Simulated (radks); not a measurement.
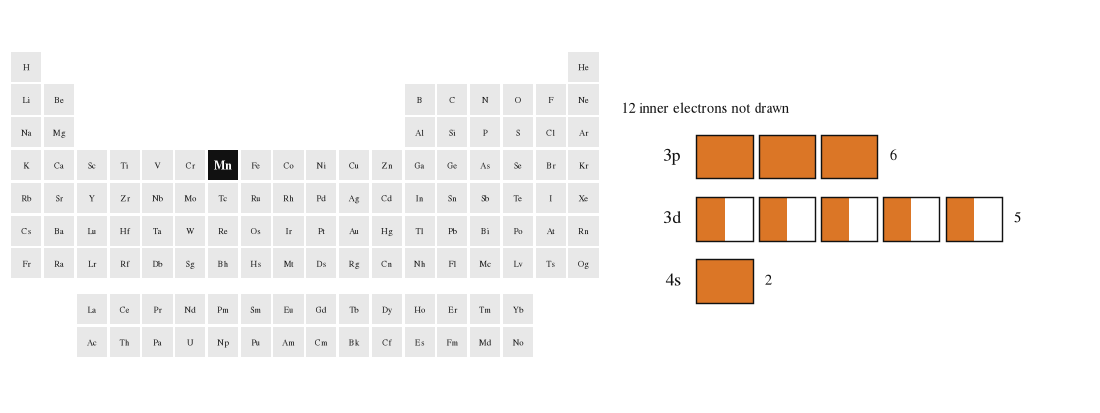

Fig. 1: Left, the place of manganese in the periodic table; right, the outer shells as the input fills them: a box for each of the 2l + 1 orbitals, shaded by the share of the shell that is filled, with the electron count at the right.

## Run report: Mn, atomic calculation

System: Mn, configuration [Ne] 3s1 3s1 3p6 3d5 4s2.
Method: non-relativistic Kohn-Sham, SCAN, spin-polarised, spherical densities, point nucleus (radks).

What the run reported:

- outcome: not converged
- kinetic energy: 4204237476598095639575346641444536320.0000 hartree
- electron–nucleus energy: −219899998029830672501444752072245248.0000 hartree
- Hartree energy: 357087598904766921324025672127128229283081246479250535062275987865600.0000 hartree
- SCF iterations: 23
- hardware: 1 CPU thread, shared host

What went wrong:

The run did not meet its convergence test in 23 iterations, so its last values are not results.

The input:
```
Z 25
configuration [Ne] 3s1 3s1 3p6 3d5 4s2
relativity non-relativistic
functional scan,scan
spin polarised
nucleus point
```

Energies in input and log are in hartree, lengths in bohr.

Log:
```
1s      1   1.0000        -234.90649588
2s      1   1.0000         -27.19230601
2p      1   3.0000         -23.23307739
4s      1   1.0000          -3.27906445
1s      2   1.0000        -234.90527918
2s      2   1.0000         -27.08524969
2p      2   3.0000         -23.15395128
3s      2   1.0000          -3.03366739
3p      2   3.0000          -1.89144657
3d      2   0.0000          -0.69564546
4s      2   1.0000          -0.18006359
Etot None
Ekin 4.2042374765980956e+36
Encl -2.1989999802983067e+35
Eh 3.570875989047669e+68
Exc None
err None
it 23
```
